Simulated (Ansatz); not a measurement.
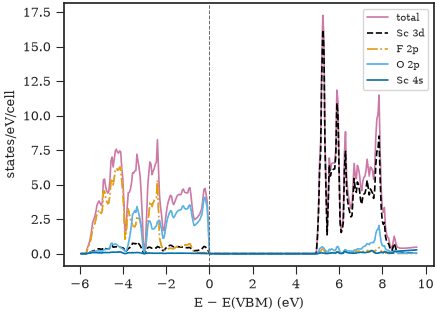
Total and projected density of states of ScOF in space group P4/nmm (No. 129; Sc on 2c, O on 2b, F on 2a), the program Ansatz at the r²SCAN level (PAW)

Question: Which orbitals carry the states next to the gap?

Answer: Top 1 eV of the valence band: O 2p 83 %, Sc 3d 10 %, F 2p 5 %. Bottom 1 eV of the conduction band: Sc 3d 93 %. Projections are on Löwdin-orthogonalised atomic valence shells; empty p or d shells of many metals are not among them.

Question: Where is the tallest occupied peak in this window, and what makes it?

Answer: Near -2.4 eV, about 8.3 states/eV per cell; the largest projected share is F 2p.

The first step of the workflow began from a Materials Project structure, measured or hypothetical; the Crystallography Open Database copy checked does not list it. Whether it is the stable phase at ambient conditions was not checked. Symmetry was held in the r²SCAN relaxation; whether a distortion lowers the energy is not shown. No spin polarisation was allowed.

Potentials: the later of the program's two PAW sets.
